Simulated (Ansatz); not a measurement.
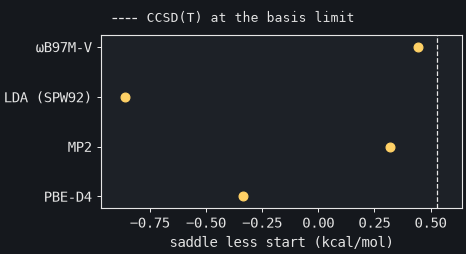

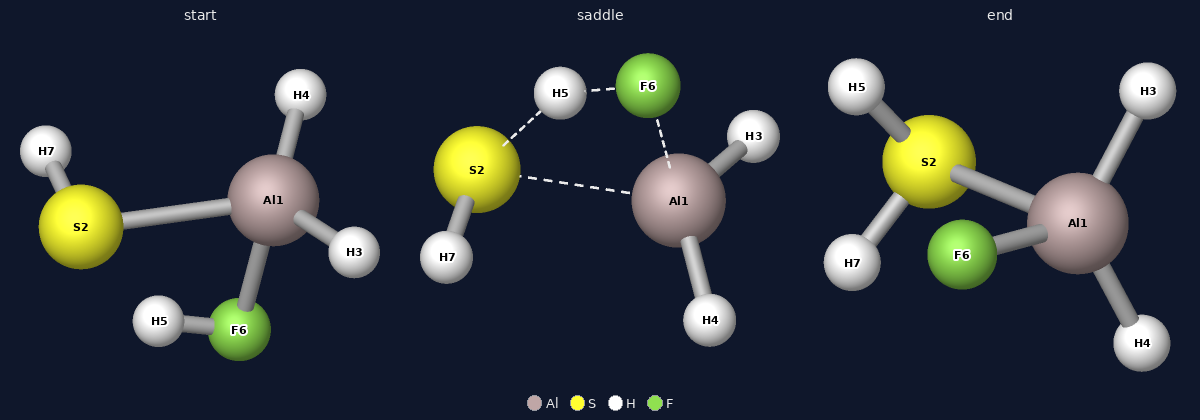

Height of the saddle over the start in one step of AlH₄SF, singlet at several levels. In the step S2–H5 (1.91 → 1.79 → 1.34 Å) forms; H5–F6 (1.02 → 1.07 → 3.05 Å) breaks; Al1–F6 (1.97 → 1.92 → 1.67 Å) shortens; Al1–S2 (2.30 → 2.33 → 2.54 Å) lengthens (lengths at start, saddle and end; changes of bond order aren't listed). Electronic energies at PBE0-D4/def2-TZVP geometries, energies in def2-TZVPP, the Ansatz code; cores frozen in correlated methods, no zero-point terms. Start and end are the structures at the ends of the path (complexes, where there are several molecules). The line is the MP2 basis limit plus CCSD(T) less MP2 in triple zeta. The distance of MP2 to the limit includes basis error. The points are stationary for PBE0-D4 alone, so a negative height means only that these points show no barrier at that level.

> Which level comes closest to the line (CCSD(T) at the basis limit), and which misses most?

Closest ωB97M-V (0.4 kcal/mol), against 0.5 kcal/mol; farthest LDA (SPW92) (−0.9 kcal/mol).

> What range do the values span, the line included?

From −0.9 kcal/mol (LDA (SPW92)) to 0.5 kcal/mol (CCSD(T) at the basis limit).
